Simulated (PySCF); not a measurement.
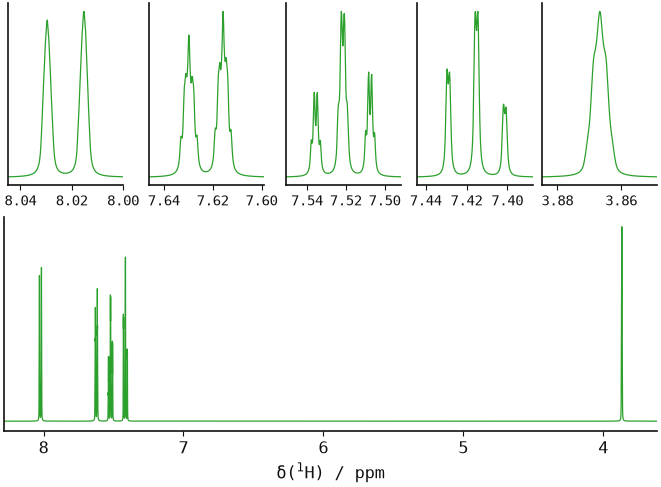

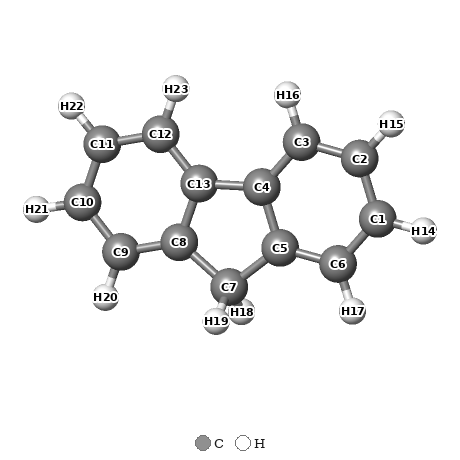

C₁₃H₁₀, SMILES c1ccc2c(c1)Cc1ccccc1-2. Simulated ¹H spectrum at 600 MHz, line width 0.6 Hz, from GIAO shifts (PBE0/pcSseg-1, against TMS) and couplings (B3LYP/pcJ-1), PySCF, at a PBE0-D3(BJ)/def2-SVP geometry (no frequency check). Gas phase, values of one conformer, averaged over methyl-type rotors and exact or near symmetry; couplings among ¹H are treated exactly, other nuclei are left out. The spin-dipole term of J is left out for all pairs. The upper panels enlarge each group of lines, each scaled alone.

Q: Assign the signals.

A:
```tsv
δ (ppm)	nuclei	atoms
8.02	2	H16, H23
7.62	2	H17, H20
7.52	2	H15, H22
7.42	2	H14, H21
3.87	2	H18, H19
```

Q: Give the coupling constants used.

A:
```tsv
pair	J (Hz)
H16–H15, H23–H22	8.6
H17–H14, H20–H21	8.4
H15–H14, H22–H21	8.3
H17/H20 – H18/H19	−1.2
H15/H22 – H18/H19	−1.0
H16–H14, H23–H21	0.8
H17–H15, H20–H22	0.8
H16–H17, H23–H20	0.8
```

Not listed: couplings under 0.5 Hz, those between magnetically equivalent nuclei.
